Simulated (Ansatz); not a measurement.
The parent structure is SiC in the zinc blende structure (space group F-43m, No. 216; a = 4.380 Å).

Perturbation: a negative pressure, −2 GPa.

The values are results of Ansatz (a program for electronic structure), PBE, PAW, cutoff 420 eV, no spin-orbit coupling, not measurements.

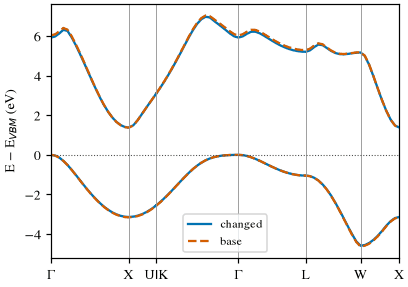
Fig. 1. Highest valence and lowest conduction band along the path, each from its own valence-band maximum

Q: Read the changed gap and its character from the plot.

A: About 1.4 eV, indirect, Γ → X.

Load acts through the strain it causes; cell and atoms are relaxed under it. Stability against distortions was not tested.
